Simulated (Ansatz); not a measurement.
```cif
data_structure
_symmetry_space_group_name_H-M 'P 1'
_symmetry_Int_Tables_number 1
_cell_length_a 5.4388
_cell_length_b 6.0005
_cell_length_c 8.7929
_cell_angle_alpha 100.065
_cell_angle_beta 94.871
_cell_angle_gamma 109.769
_cell_volume 262.66
loop_
_atom_site_label
_atom_site_type_symbol
_atom_site_fract_x
_atom_site_fract_y
_atom_site_fract_z
_atom_site_occupancy
Ta1 Ta 0.37814 0.58825 0.60025 1
Ta2 Ta 0.46153 0.27000 0.18671 1
Ta3 Ta 0.70494 0.86977 0.02761 1
As1 As 0.98267 0.98247 0.65250 1
Au1 Au 0.10372 0.54052 0.17397 1
Au2 Au 0.66658 0.32339 0.80936 1
O1 O 0.05568 0.03732 0.13810 1
O2 O 0.98288 0.01777 0.84779 1
O3 O 0.11168 0.26858 0.61137 1
O4 O 0.16421 0.81162 0.58491 1
O5 O 0.42964 0.53613 0.06965 1
O6 O 0.91043 0.61541 0.98385 1
O7 O 0.60422 0.15959 0.98739 1
O8 O 0.54957 0.98791 0.20656 1
O9 O 0.30775 0.45158 0.34964 1
O10 O 0.79517 0.50196 0.28534 1
O11 O 0.66785 0.87286 0.54988 1
O12 O 0.47191 0.71711 0.81685 1
O13 O 0.65144 0.44776 0.61829 1
```

Space group P1; a generated structure, not necessarily the stable one.

Theory: Kohn-Sham DFT of a periodic cell, revPBE, Ansatz PAW (Ansatz).

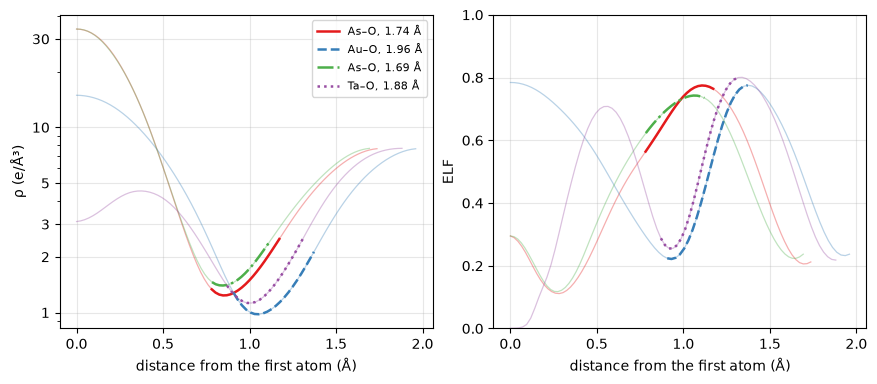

Ta₃AsAu₂O₁₃. Valence charge density (pseudo) and ELF along straight lines between neighbouring atoms. Thin, pale parts lie inside the atomic spheres.

Core electrons are frozen (PAW), and the valence fields are smoothed inside the atomic spheres.

> What can be read from the curves?

As–O (1.74 Å): ρ is about 1.2 e/Å³ halfway; the ELF peaks at about 0.75 between the atoms; a shared but strongly polarised pair.
Au–O (1.96 Å): ρ at the midpoint is about 1 e/Å³; the ELF peaks at about 0.80 in the valence shell of O, 0.6 Å from its nucleus, and is about 0.25 at the midpoint.
As–O (1.69 Å): the density is about 1.4 e/Å³ at the midpoint; the ELF peaks at about 0.75 between the atoms.
Ta–O (1.88 Å): ρ is about 1.2 e/Å³ halfway; the ELF peaks at about 0.80 in the valence shell of O, 0.5 Å from its nucleus, and drops to about 0.25 between the two atoms (no localised pair shows between them).
